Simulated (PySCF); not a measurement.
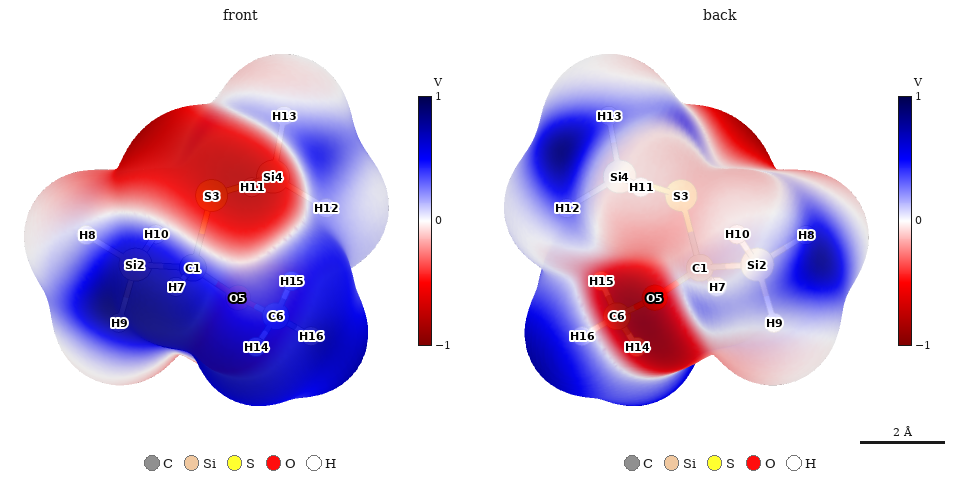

Figure. C2H10OSSi2 (SMILES COC([SiH3])S[SiH3]). The electrostatic potential painted on the density surface at 0.001 e/bohr³, seen from the front and from behind; the colour scale runs from red (negative) to blue (positive).

Geometry: PBE0-D3(BJ)/def2-SVP.

These are results of PySCF 2.14.0, PBE0/pcSseg-1, SCF density, gas phase, non-relativistic, not measurements.

The calculation's input:

```
{"job": {"kind": "nmr", "xc": "PBE0", "basis": "pcSseg-1"}, "charge": 0, "multiplicity": 1}
C      0.485157    -0.425528    -0.653906
Si    -0.130220     0.448900    -2.232206
S     -0.845161    -1.560698    -0.001242
Si    -1.928474    -0.146441     1.206152
O      0.901722     0.519534     0.272153
C      1.711066     0.012791     1.304970
H      1.303935    -1.123062    -0.920496
H     -0.491425    -0.601852    -3.227389
H      0.964646     1.304366    -2.783827
H     -1.315854     1.293597    -1.917920
H     -2.288760     1.084262     0.447109
H     -1.178185     0.227816     2.440914
H     -3.162435    -0.887770     1.597010
H      2.673345    -0.357550     0.907288
H      1.205720    -0.811784     1.838131
H      1.902795     0.835525     2.005853
```

Run with:

```sh
OMP_NUM_THREADS=1 python cluster_run.py task.json out
```

Question: Where is the surface potential most negative and most positive?

Answer: The most negative region (about −0.9 V) lies over S3 and O5, the most positive (about +0.9 V) over Si2, Si4 and H7.
